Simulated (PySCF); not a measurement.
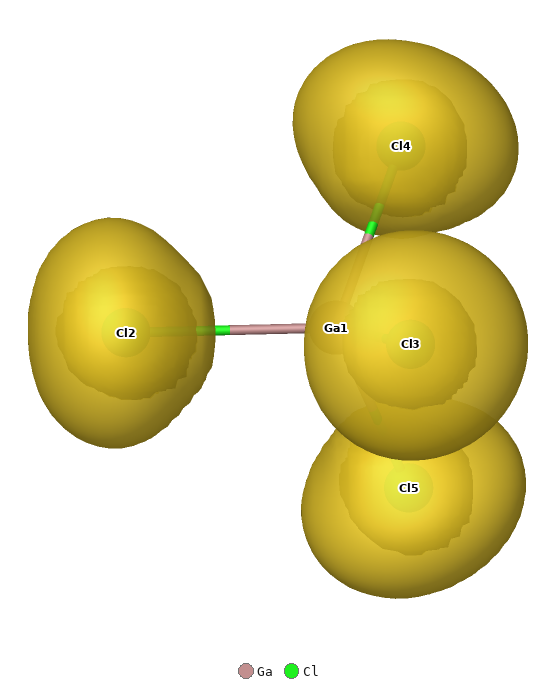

*Cl4Ga (charge −1). Isosurface of the ELF at 0.8 (yellow), seen at a tilt. Core shells and regions of very low density are left out.*

Geometry: PBE0-D3(BJ)/def2-SVP.

The calculation used CAM-B3LYP/def2-SVPD, SCF density, gas phase in PySCF.

```json
{"atom": "Ga", "x (Å)": "-0.0040", "y (Å)": "0.0004", "z (Å)": "0.0043"}
{"atom": "Cl", "x (Å)": "-0.0079", "y (Å)": "-0.0241", "z (Å)": "2.2108"}
{"atom": "Cl", "x (Å)": "2.0764", "y (Å)": "0.0091", "z (Å)": "-0.7203"}
{"atom": "Cl", "x (Å)": "-1.0369", "y (Å)": "1.8091", "z (Å)": "-0.7256"}
{"atom": "Cl", "x (Å)": "-1.0276", "y (Å)": "-1.7945", "z (Å)": "-0.7692"}
```

### Identify the bonds, lone pairs and shells in this picture.

At this value the surface marks out four regions wrapped around Cl (the valence shell of each).

Values along the shortest contacts:
Ga–Cl (2.20 Å): the ELF peaks at about 0.85 in the valence shell of Cl, 0.8 Å from its nucleus, and is about 0.55 at the midpoint.
